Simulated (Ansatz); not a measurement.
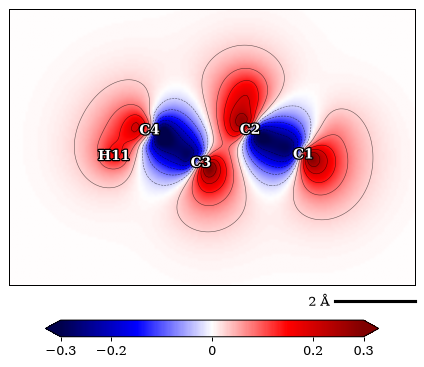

C$_{4}$H$_{9}$ (SMILES C[CH]CC) (doublet). The HOMO−1 (β) on the plane of atoms C2, C3 and C4 (values in Å⁻³ᐟ²; the overall sign is arbitrary).

Geometry: PBE0-D4/def2-TZVP.

Computed with UKS PBE0-D4/def2-TZVPP in Ansatz 0.2.0.

The calculation's input:

```
crystal:
  periodic: [false, false, false]
  atoms:
    - {symbol: C, position_ang: [-0.716515, 1.854834, 0.150188]}
    - {symbol: C, position_ang: [-0.258472, 0.495004, 0.515447]}
    - {symbol: C, position_ang: [0.152200, -0.479042, -0.524370]}
    - {symbol: C, position_ang: [0.793981, -1.738570, 0.034568]}
    - {symbol: H, position_ang: [-0.795465, 2.509562, 1.020147]}
    - {symbol: H, position_ang: [-1.707279, 1.838974, -0.331799]}
    - {symbol: H, position_ang: [-0.038046, 2.326352, -0.570425]}
    - {symbol: H, position_ang: [-0.422302, 0.134436, 1.526358]}
    - {symbol: H, position_ang: [-0.721837, -0.760037, -1.137950]}
    - {symbol: H, position_ang: [0.837866, 0.009596, -1.231070]}
    - {symbol: H, position_ang: [1.069404, -2.434134, -0.761036]}
    - {symbol: H, position_ang: [1.697466, -1.498304, 0.600370]}
    - {symbol: H, position_ang: [0.108990, -2.258680, 0.709582]}
basis:
  gaussian: {orbitals: def2-TZVPP}
magnetization: {spin_polarized: true, initial_magnetization: 1}
hamiltonian: {xc: pbe0, dispersion: d4}
output: {orbitals: {seedname: orbitals}}
```

Run with:

```sh
ansatz run in.yaml --threads 4 --pin off --events-out ev --progress --plain --max-ram 10444MiB
```

**Where does this orbital lie, and at what energy?**

It lies mainly on C3 (about 20 %), C4 (about 20 %), H10 (about 15 %), H13 (about 10 %), C2 (about 5 %) and C1 (about 5 %). Its energy is −9.48 eV.
